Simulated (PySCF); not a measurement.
**C6H11ClOSi: density, localisation and related maps**

Input

```
{"job": {"kind": "uv", "xc": "CAM-B3LYP", "basis": "def2-SVPD", "ip": true}, "charge": 0, "multiplicity": 1}
C      3.367504     0.222773     0.078277
C      2.122716     0.676727     0.223244
C      0.993444     0.422622    -0.725656
C     -0.192476    -0.276902    -0.063130
C     -1.367272    -0.591699    -1.003043
C     -2.601116    -0.858853    -0.141613
O     -2.643498     0.109535     0.895840
Si    -1.115535     0.640108     1.304105
Cl    -0.549625     0.012558     3.191289
H      4.144435     0.441467     0.815243
H      3.655048    -0.386031    -0.785768
H      1.882504     1.275883     1.112912
H      0.649175     1.385717    -1.148253
H      1.355415    -0.176128    -1.579182
H      0.161687    -1.217162     0.399234
H     -1.562163     0.284587    -1.646777
H     -1.150515    -1.441946    -1.671120
H     -3.532968    -0.788386    -0.723656
H     -2.557510    -1.873547     0.296684
H     -1.061443     2.123713     1.327270
```

Launched as:

```sh
OMP_NUM_THREADS=1 python probes_run.py task.json out
```

Geometry: PBE0-D3(BJ)/def2-SVP.

All numbers below come from CAM-B3LYP/def2-SVPD, SCF density, gas phase in PySCF.

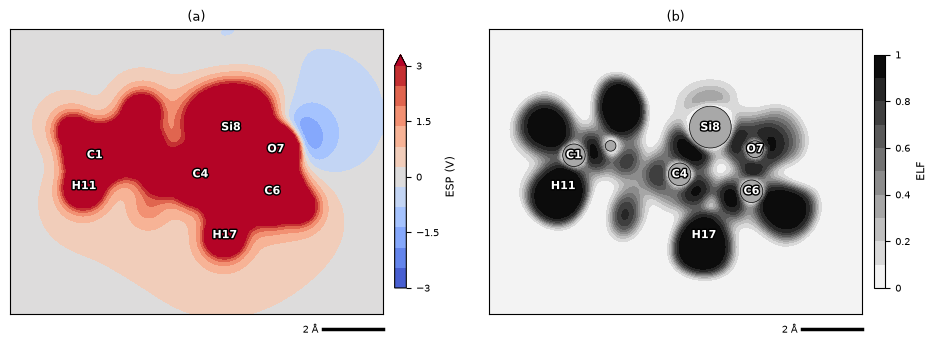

Figure 1. (a) molecular electrostatic potential; (b) electron localisation function on the plane of atoms C4, Si8 and O7. Grey discs cover the atomic cores in the ELF map.

Q: Read the bonding off the picture.

A: The plane passes through C, O, Si and H nuclei. C–O (1.42 Å): the ELF peaks at about 0.90 between the atoms; a polar covalent bond. Si–O (1.67 Å): the ELF peaks at about 0.90 between the atoms, as expected for a shared but strongly polarised pair. C–Si (1.89 Å): the ELF peaks at about 0.95 between the atoms; a covalent bond. C–H (1.10 Å): the ELF climbs to about 1 towards the hydrogen, as it does in any bond to H; a covalent bond by its length. The ELF also peaks beside O7, away from the bonds: lone-pair regions. Outside the dense part of the molecule the potential is most negative (−1.8 V) near O7.

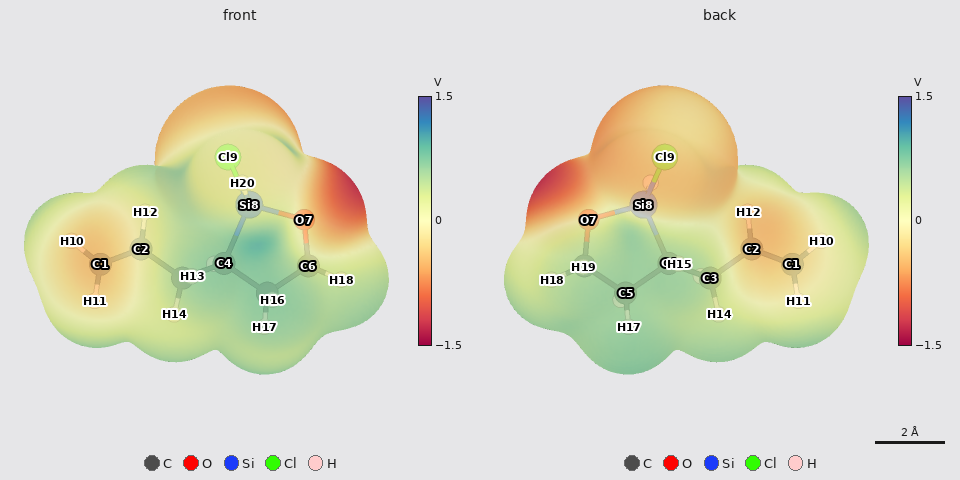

Figure 2. The molecular electrostatic potential painted on the density surface at 0.001 e/bohr³, seen from the front and from behind; the colour scale runs from red (negative) to blue (positive).

Q: Which sites attract a positive test charge, and which a negative one?

A: A positive charge is drawn to the negative regions and a negative charge to the positive ones. The most negative region (about −1.2 V) lies over O7, the most positive (about +0.8 V) over Si8, H13 and H16. O7 is the likeliest acceptor of a hydrogen bond.
